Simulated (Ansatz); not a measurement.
CH3OSi (charge −1)

Input

```
crystal:
  periodic: [false, false, false]
  atoms:
    - {symbol: C, position_ang: [-1.107184, 1.180299, 0.570459]}
    - {symbol: O, position_ang: [-1.637951, 0.500506, -2.364614]}
    - {symbol: Si, position_ang: [-1.119082, 0.254661, -0.897856]}
    - {symbol: H, position_ang: [-1.508301, 2.190135, 0.698141]}
    - {symbol: H, position_ang: [-0.659590, 0.723513, 1.460721]}
    - {symbol: H, position_ang: [-0.466664, -1.094777, -0.656674]}
basis:
  gaussian:
    orbitals: def2-TZVPD
output: {forces: true, orbitals: {seedname: orbitals}}
total_charge: -1
hamiltonian:
  xc: {name: PBE0}
```

Launched as:

```sh
ansatz run input.yaml --threads 1 --pin off --max-ram 2610MiB --events-out events.jsonl --progress --plain --runs-dir runs
```

Geometry: PBE0-D3(BJ)/def2-SVPD.

These are results of Ansatz 0.2.0, isolated molecule in a Gaussian basis; Kohn-Sham density functional theory, functional PBE0, not measurements.

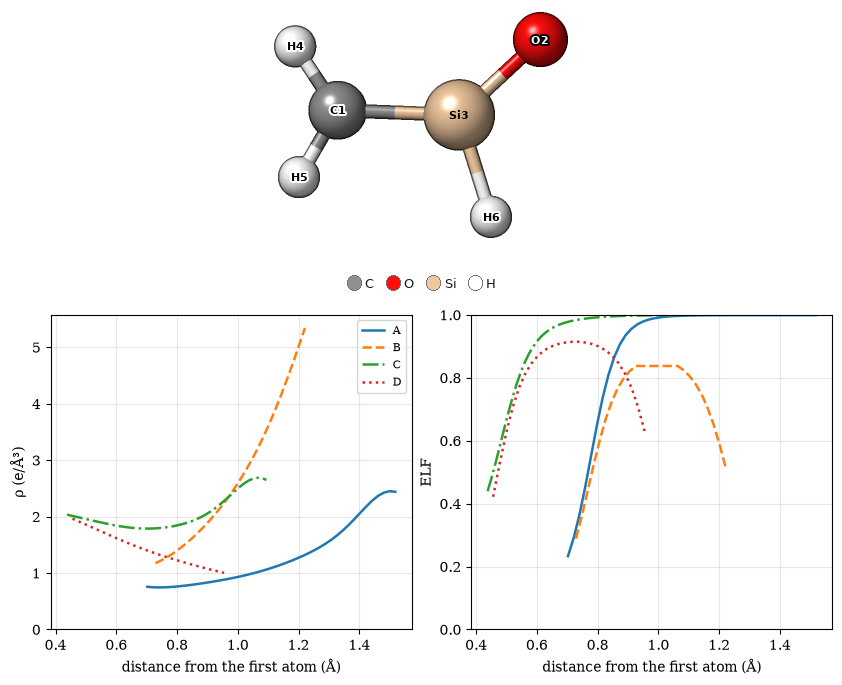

Figure 1. Electron density and electron localisation function along straight lines between neighbouring atoms. The curves leave out the atomic cores. The structure is drawn too.

Which curve belongs to which contact (C–H, C–Si, Si–H and Si–O)? The first atom named is at distance zero.

Answer. Curve A: Si–H (1.52 Å): the density is about 0.75 e/Å³ at the midpoint; the ELF climbs to about 1 towards the hydrogen, as it does in any bond to H. Curve B: Si–O (1.58 Å): ρ is about 1.4 e/Å³ halfway; the ELF peaks at about 0.85 between the atoms: a polar covalent bond. Curve C: C–H (1.09 Å): the density is about 1.9 e/Å³ at the midpoint; the ELF climbs to about 1 towards the hydrogen (an ordinary covalent bond to hydrogen). Curve D: C–Si (1.74 Å): the density is about 1.1 e/Å³ at the midpoint; the ELF peaks at about 0.90 between the atoms: a covalent bond.

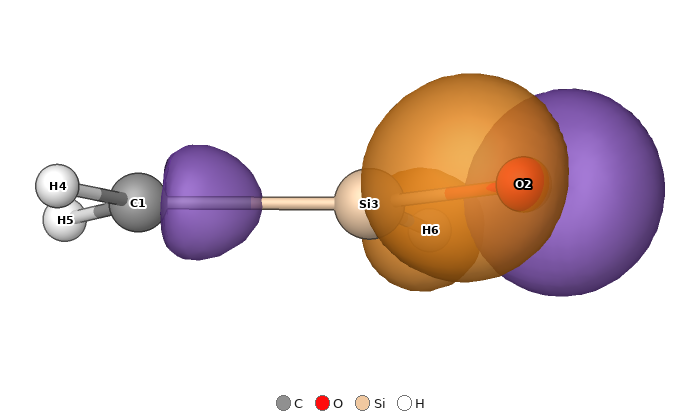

Figure 2. The HOMO−1 at ±0.2 Å⁻³ᐟ² (orange and purple are the two phases), seen from one side.

Describe this orbital and give its energy.

Answer. Its weight (Hirshfeld) is mainly on O2 (about 70 %) and H6 (about 5 %); it is symmetric in the molecular plane (an in-plane orbital: σ, lone-pair or in-plane π type); largely a lone pair of O2. Its energy is −2.02 eV.
